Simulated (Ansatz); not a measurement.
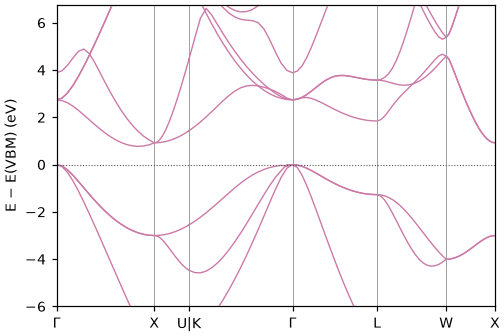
Figure: Band structure from r²SCAN (plane waves, PAW; program Ansatz)

Q: Read off the gap and where the band edges lie.

A: About 0.8 eV (0.77 eV by a search for the band edges); maximum at Γ, minimum on the Γ–X line, 84 % of the way from Γ.

Q: Pick the material that matches.
A) LaAs, rock salt
B) InAs, zinc blende
C) Si, diamond

A: C, Si, diamond

Space group Fd-3m (diamond). The cell was relaxed with r²SCAN under the symmetry of its start; phonons on a q-mesh show no instability.

Potentials: the earlier of the program's two PAW sets.
